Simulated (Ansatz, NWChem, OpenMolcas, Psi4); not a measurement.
# Errors in the dipole moment

8 molecules without hydrogen; the dipole moment in D, computed less measured. Shapes, held fixed at every level: PBE0-D4/def2-TZVP; PN, SiS at the measured bond length. No vibrational averaging. Dipoles are compared by magnitude; molecules under 1 D, whose direction can flip, are left out. Programs: Ansatz 0.2.0, NWChem 7.3.0, OpenMolcas 26.06, Psi4 1.11. A level may come from different programs for different species; with the same settings they agree closely. Measured values: NIST CCCBDB.

Levels: A = HF/def2-SVP; B = PBE0/def2-SVP; C = B3LYP/6-31G* (spherical functions).

```tsv
molecule	measured	A	B	C
CuF (fluorocopper)	5.77	+0.68	-0.54	-1.66
PN (phosphorus nitride)	2.75	+0.21	-0.21	-0.30
NS (Mononitrogen monosulfide)	1.81	-0.17	+0.01	-0.08
SiS (SMILES [Si-]#[S+])	1.73	+0.36	-0.21	+0.01
NOF (nitrosyl fluoride)	1.81	-0.24	-0.56	-0.70
SeO2 (SMILES O=[Se]=O)	2.62	+0.91	+0.19	+0.08
AsF3 (arsenic trifluoride)	2.59	+0.40	-0.13	-0.32
SO2F2 (sulfuryl fluoride)	1.12	+0.01	-0.08	+0.06
```

(1) Which level does best on this set, which worst, and which err to one side?

Results:

(1) 
| level | kind | mean error | mean absolute error | worst case |
| --- | --- | --- | --- | --- |
| HF/def2-SVP | Hartree–Fock | +0.270 | 0.372 | SeO2 |
| PBE0/def2-SVP | global hybrid | -0.191 | 0.241 | NOF |
| B3LYP/6-31G* (spherical functions) | global hybrid | -0.364 | 0.401 | CuF |

On this set PBE0/def2-SVP has the smallest mean absolute error and B3LYP/6-31G* (spherical functions) the largest. Without CuF the largest would be that of HF/def2-SVP. HF/def2-SVP is too high in 6 of 8; PBE0/def2-SVP is too low in 6 of 8; B3LYP/6-31G* (spherical functions) is too low in 5 of 8. The levels differ in basis as well as in method. The tabulated value of NOF is in doubt (older tables, estimates, or at odds with other calculations) and kept here. Over the 7 molecules whose values aren't doubted the mean absolute errors are A 0.391; B 0.196; C 0.359. The largest two are near a tie. Spin contamination: NS (⟨S²⟩ up to 1.14). Open shells run unrestricted. Relativity is left out for As, Cu, Se. The set is small.

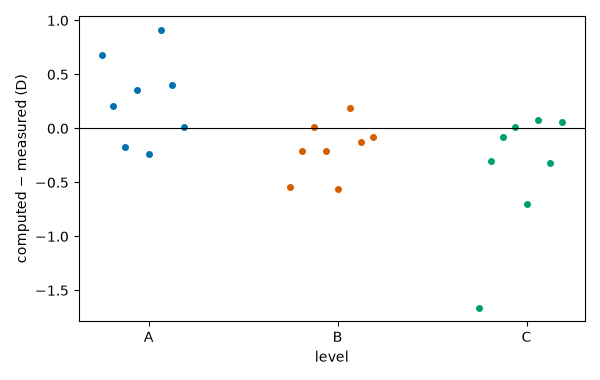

Errors of each level, one point a molecule.
